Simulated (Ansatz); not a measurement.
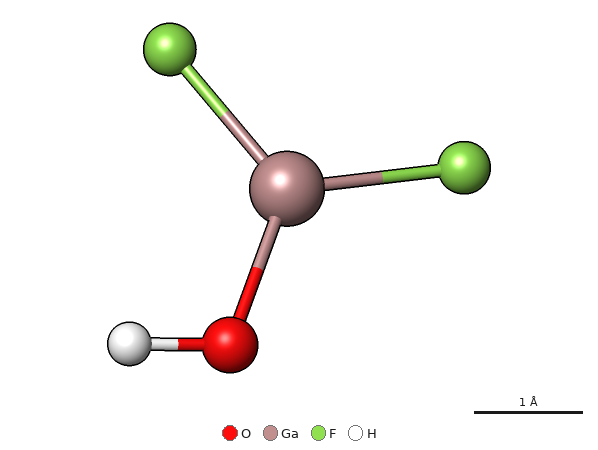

The structure as it stands in the input.

The calculation was set up as follows.

```yaml
crystal:
  periodic: [false, false, false]
  atoms:
    - {symbol: O, position_ang: [0.021227, 1.334424, 0.084289]}
    - {symbol: Ga, position_ang: [0.186123, -0.415058, 0.103773]}
    - {symbol: F, position_ang: [1.433421, -1.176672, 1.026604]}
    - {symbol: F, position_ang: [-0.882683, -1.452130, -0.791940]}
    - {symbol: H, position_ang: [-0.708088, 1.635835, -0.464227]}
basis:
  gaussian: {orbitals: "6-31G*"}
magnetization: {spin_polarized: true, initial_magnetization: 0}
hamiltonian: {xc: {name: revPBE}}
md: {timestep: 1 fs, n_steps: 20, ensemble: nve, temperature: 300, initial_velocities: maxwell_boltzmann, seed: 399}
```

It was started with:

```sh
ansatz run in.yaml --threads 4 --pin off --events-out ev --progress --plain --max-ram 10444MiB
```

Result (its end):

```
mean field -59863.56505976 eV, -2199.9454389644 hartree, gradient 4.8e-5 eV, S^2 0.000000; 1 other end points of the search recorded, 0 dependent functions left out
the calculation of the forces begins
reference -59863.56512622 eV, -2199.9454414067 hartree; 29, 29 occupied and 53, 53 virtual orbitals, 827 factors
md step    20: t =    20.00 fs  T =   179.1 K  F+E_penalty+E_count = -59863.56505976 eV  E_kin = 0.069440 eV  conserved = -59863.49561996 eV  (29 SCF iters)
Total energy: -59863.56512622 eV, -2199.9454414067 hartree
Atom 0 at     0.024301     1.409589     0.077438 Å, force    -0.032835    -1.310610    -0.062791 eV/Å
Atom 1 at     0.186233    -0.446425     0.111923 Å, force     0.044529     0.431153    -0.052721 eV/Å
Atom 2 at     1.516269    -1.137041     1.080996 Å, force    -0.645156     0.142756    -0.456677 eV/Å
Atom 3 at    -0.966217    -1.433576    -0.867700 Å, force     0.682487     0.449681     0.596385 eV/Å
Atom 4 at    -0.751569     1.515791    -0.516506 Å, force    -0.049024     0.287020    -0.024196 eV/Å
Dipole moment:    -0.250928     0.135540    -0.163573 e Å
```

Self-consistency was reached.
